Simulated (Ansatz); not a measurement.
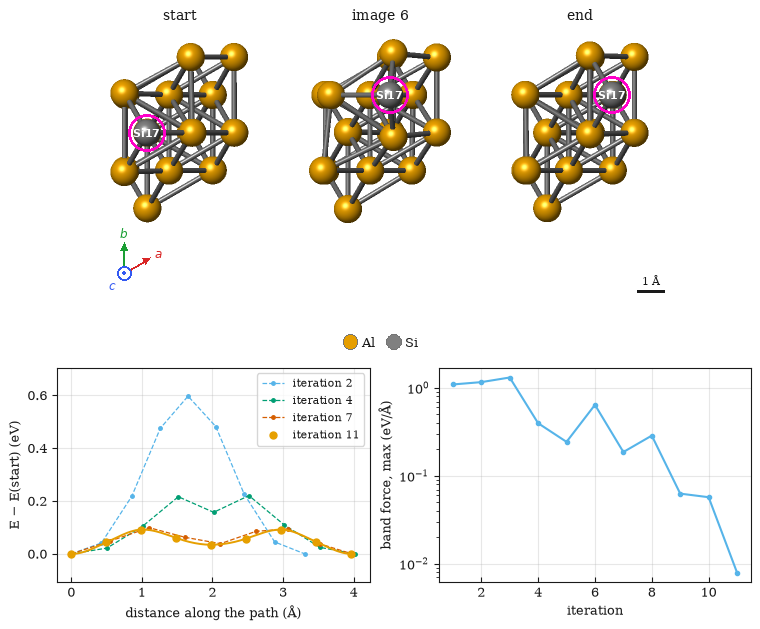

NEB run on Si on Al(111) (17 atoms in the cell). Images are numbered from 0 (start) to 8 (end). The plot follows the band through its iterations. Style: ball-and-stick. Shown: the simulation cell, with the vacuum cut short (origin moved), along the c axis. The moving atom is ringed, with any periodic copies. Bonds to atoms that aren't drawn are left out.

The calculation used Ansatz 0.2.0, DFT PBE-D3(BJ), scalar-relativistic, plane waves, PAW. Settings: plane-wave cutoff 420 eV; k-point mesh 3 × 3 × 1; Gaussian smearing 0.05 eV; 4 atoms held fixed; 7 movable images; climbing image; force threshold 0.05 eV/Å; iteration limit 33; starting path by image-dependent pair potential.

### Judge this run.

The run is converged, with reservations. The band converged in 11 iterations. The largest component of the band force went from 1.1 to 0.0079 eV/Å. The climbing image converged on the top of the path. A check of its curvatures found one unstable direction (−0.43 eV/Å²), as a transition state must have. The first iteration put the highest image at 1.236 eV. The two ends have the same energy, and the highest point, image 6, lies 0.092 eV above the start. The profile has 2 maxima (images 2, 6) with a dip at image 4 (+0.035 eV), so the process runs in steps.

Limits of the set-up: the periodic images lie only 5.7 Å apart, so the values are limited by the cell's size.

The run took 15 min on 1 thread of Arm Neoverse V2 (shared host), peak memory 0.98 GiB.

PAW datasets: the set soft_1.
